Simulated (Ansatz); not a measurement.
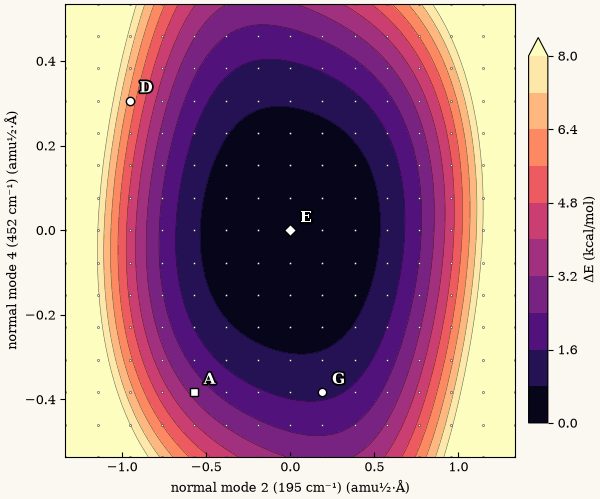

CHAlClN, SMILES N#[C][AlH][Cl]. First axis: normal mode 2 (195 cm⁻¹). Second axis: normal mode 4 (452 cm⁻¹). Nothing is relaxed (straight displacements along the two mass-weighted modes). Grid: 15 × 15 points; 173 points were computed and 52 follow by symmetry. Energies are in kcal/mol, from the lowest grid point. Method: RKS SPW92 (LDA)/def2-TZVP (Ansatz 0.2.0).

The picture shows filled contours, dots at the grid points, one colour for all values above the top of the scale, lettered points. Between grid points the surface is interpolated.

Rank the lettered points by energy, lowest first.

E (0.0 kcal/mol), G (1.4 kcal/mol), A (3.0 kcal/mol), D (6.2 kcal/mol).

What kind of point is each of A, D, E, G: minimum, saddle, maximum or slope?

A: on a slope; D: on a slope; E: minimum; G: on a slope. (In these two coordinates alone; a stationary point may lie a little off the grid point.)
